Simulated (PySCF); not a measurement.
AlAs (triplet)

```csv
atom,x (Å),y (Å),z (Å)
Al,0.0000,0.0000,-1.8667
As,0.0000,0.0000,0.6723
```

Computed with PBE0/cc-pVTZ(-PP), non-relativistic Hamiltonian with scalar-relativistic core potentials where named, at a bond length of 2.539 Å in PySCF.

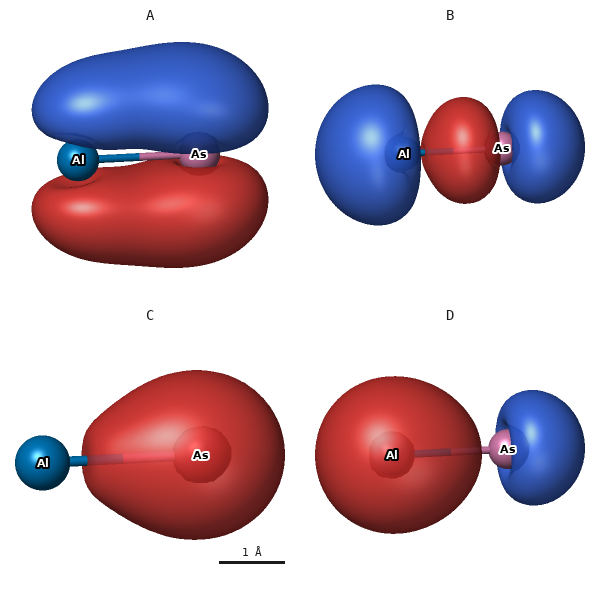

Figure 1. Four frontier β-spin orbitals, each drawn at the value that holds 80 % of its norm (red and blue are the two phases), in no order; of a degenerate pair one member is drawn.

Name the orbitals and rank them from lowest to highest energy.

Orbital C: σ, occupied in this spin, −14.75 eV; mainly on As (90 %).
Orbital D: σ, occupied in this spin, −8.88 eV; shared between the atoms (Al 70 %, As 30 %).
Orbital B: σ, occupied in this spin, −5.37 eV; shared between the atoms (Al 55 %, As 45 %).
Orbital A: π, empty in this spin, −3.32 eV; bonding, with no node between the atoms.

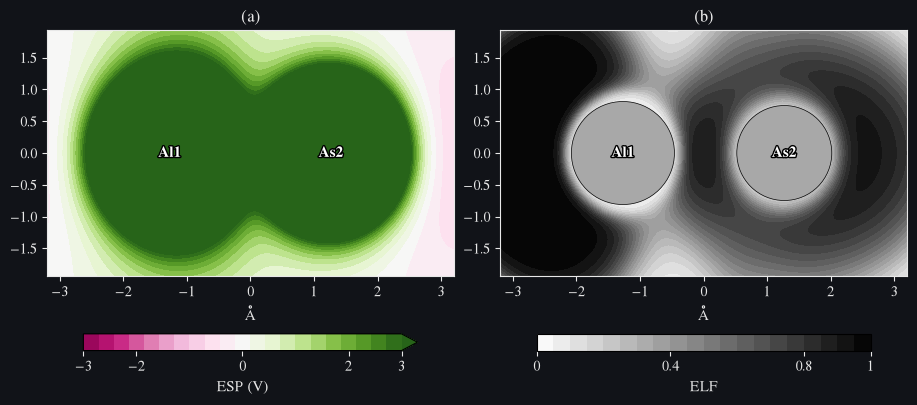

Figure 2. (a) molecular electrostatic potential; (b) ELF on a plane that holds the molecular axis. Grey discs cover the atomic cores in the ELF map.

Interpret the plot.

Atoms in the plane: Al and As. Al–As (2.54 Å): the ELF peaks at about 0.90 between the atoms (a covalent bond). The ELF also peaks beside As2, away from the bonds: non-bonding electrons, paired or unpaired. Outside the dense part of the molecule the potential is most negative (−0.7 V) near As2.

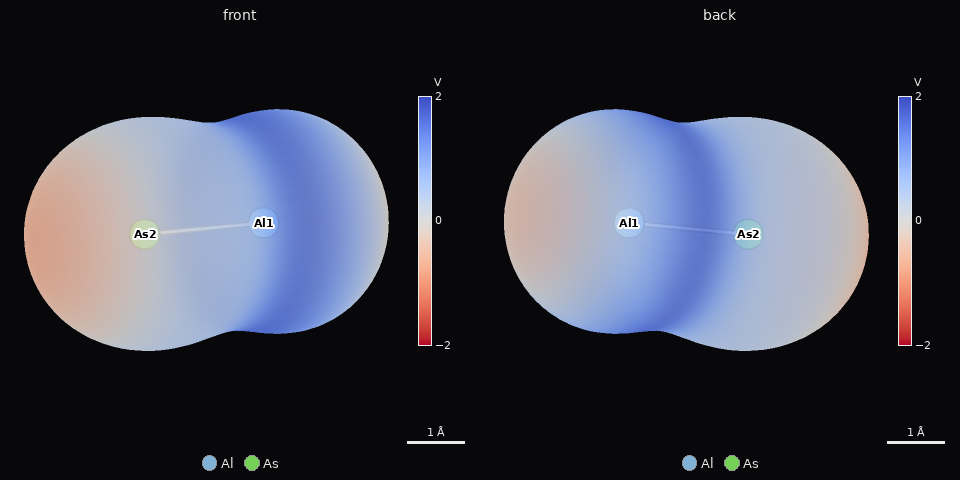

Figure 3. The electrostatic potential painted on the density surface at 0.002 e/bohr³, seen from the front and from behind; red is negative and blue positive.

Which sites attract a positive test charge, and which a negative one?

A positive charge is drawn to the negative regions and a negative charge to the positive ones. The most negative region (about −0.7 V) lies over As2, the most positive (about +1.6 V) over Al1.
